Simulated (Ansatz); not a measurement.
System SrTlW (space group P-6m2, No. 187); source of the atomic positions: the end point of a relaxation with DFT PBE, scalar-relativistic, plane waves, PAW in Ansatz 0.2.0; the starting structure was generated, so it need not be a known form of this composition.

```
Sr Tl W
1.0
     5.25673    0.00000    0.00000
    -2.62836    4.55246    0.00000
     0.00000    0.00000    3.06793
Sr Tl W
1 1 1
Direct
  0.33333 0.66667 0.00000
  0.66667 0.33333 0.50000
  0.00000 0.00000 0.50000
```

Describe the stacking along c, with columns A (0, 0), B (1/3, 2/3), C (2/3, 1/3) of the hexagonal mesh.

Sr(B) – W(A)+Tl(C) (two layers in 3.07 Å).

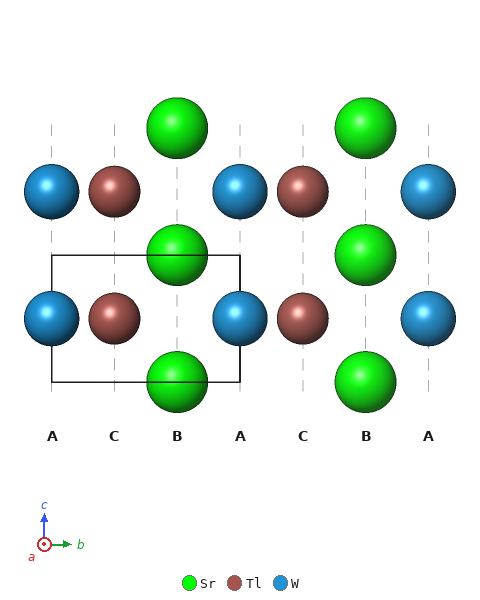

The picture looks along a close-packed row of the hexagonal mesh; c points upwards. The dashed lines mark the three columns A (0, 0), B (1/3, 2/3) and C (2/3, 1/3). The sequence starts with the first layer at or above the cell's origin.
